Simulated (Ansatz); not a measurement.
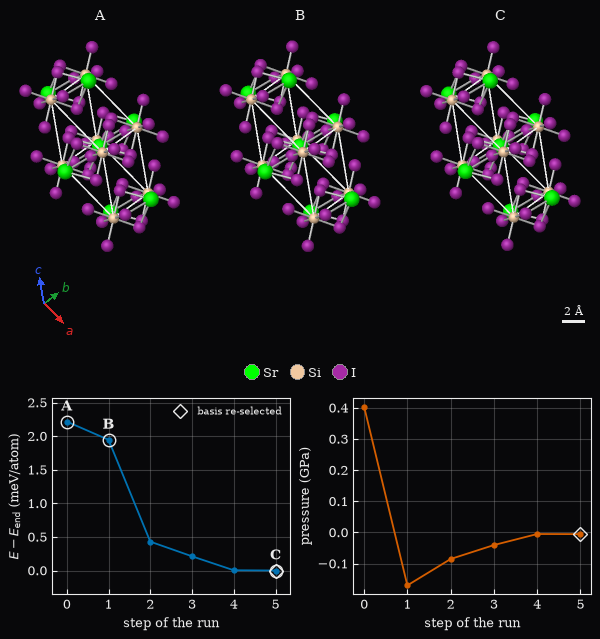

Frames of a relaxation of crystalline SrSiI6 (built on the LaAlH6-166 type type), marked on the history of the run. The picture is a ball-and-stick view of the cell of the calculation, seen slightly off an axis.

Computed with DFT, r2SCAN+rVV10, plane waves, PAW in Ansatz 0.2.0. Settings: plane-wave cutoff 500 eV; k-point mesh 4 × 4 × 4; occupations fermi dirac; smearing width 0.03 eV; no spin polarisation; cell and atoms relaxed; force threshold 0.01 eV/Å; at most 120 steps.

Question: What happens along the run?

Answer: Over 4 accepted moves (5 points after the start) the energy falls by 2.2 meV per atom. The largest force component goes from 0.069 to 0.0023 eV/Å. Pressure: 0.40 GPa at the start and −0.01 GPa at the end. At 1 point the geometry stayed and the basis and grid were re-selected for the new cell (energy shift of less than 0.05 meV per atom at most each time). The largest moves relative to the cell, 0.033 Å, are those of I atoms. Si and Sr stay in place. The drawn cell changes as follows: a = b = c 7.617 → 7.563 Å (−0.7 %), α 108.8° → 108.2°, β 108.8° → 108.2°, γ 108.8° → 108.2°; the volume changes by −0.1 %. Some distances before and after: I–Sr 3.261 → 3.314 Å. The space group stays R-3m (No. 166). From step 0 to 1: I atoms move most (0.04 Å), volume +1.7 %, energy −0.3 meV per atom. From step 1 to 5: I atoms move most (0.02 Å), volume −1.8 %, energy −1.9 meV per atom.

| step | E − E(0), meV/atom | largest force component, eV/Å | pressure, GPa | volume, Å³/atom | note |
| --- | --- | --- | --- | --- | --- |
| 0 | 0.00 | 0.0692 | 0.40 | 43.501 |  |
| 1 | -0.27 | 0.1219 | -0.17 | 44.245 |  |
| 2 | -1.79 | 0.0115 | -0.09 | 44.064 |  |
| 3 | -2.01 | 0.0137 | -0.04 | 43.765 |  |
| 4 | -2.21 | 0.0023 | -0.01 | 43.445 |  |
| 5 | -2.22 | 0.0023 | -0.01 | 43.445 | same geometry, new basis |
